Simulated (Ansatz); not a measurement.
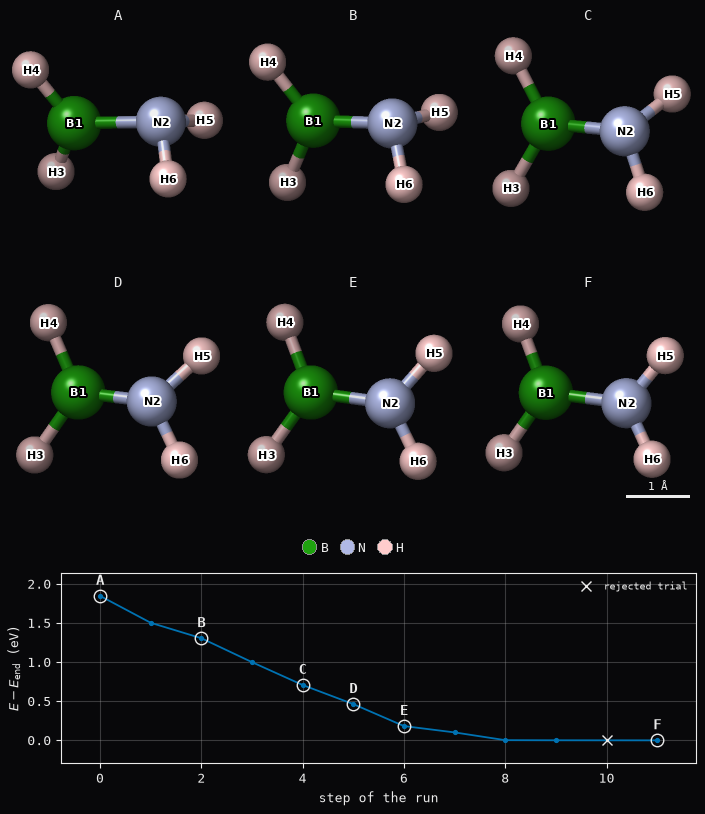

Frames of a relaxation of BNH$_{4}$, marked on the history of the run. A ball-and-stick model, seen at a tilt.

The run prepares the start of a later molecular dynamics calculation, from a guessed geometry.

The calculation used RKS PBE0-D4/def2-mTZVP (Ansatz). Settings: no spin polarisation; force threshold 0.02 eV/Å; at most 40 steps.

> What happens along the run?

After 10 accepted moves (11 points after the start) the energy has fallen by 1.848 eV. The largest force component goes from 4.5 to 0.0015 eV/Å. The line search rejected the trial step at point 10 of the run. H5 moves most after the best rigid fit: 0.91 Å. By element the largest moves are H 0.91 Å, N 0.34 Å, B 0.05 Å. Among the contacts that change: B1–N2 1.561 → 1.386 Å, B1–H3 1.086 → 1.196 Å, B1–H4 1.141 → 1.196 Å, N2–H5 1.057 → 1.008 Å. Among the angles between lasting bonds that change: B1–N2–H5 105.1° → 123.4°, B1–N2–H6 107.2° → 123.4°, H5–N2–H6 107.3° → 113.1°. From step 0 to 2: H atoms move most (0.22 Å), energy −0.542 eV. From step 2 to 4: H5 moves most (0.39 Å), energy −0.599 eV. From step 4 to 5: H5 moves most (0.19 Å), energy −0.244 eV. From step 5 to 6: H5 moves most (0.16 Å), energy −0.281 eV. From step 6 to 11: N2 moves most (0.09 Å), energy −0.183 eV.

```csv
step,"E − E(0), eV","largest force component, eV/Å",note
0,0.0000,4.5412,
1,-0.3442,1.9955,
2,-0.5415,1.1283,
3,-0.8479,2.2510,
4,-1.1401,2.5271,
5,-1.3843,5.1949,
6,-1.6653,1.9558,
7,-1.7463,0.6866,
8,-1.8455,0.3401,
9,-1.8470,0.2540,
10,-1.8465,0.1013,rejected
11,-1.8478,0.0015,
```
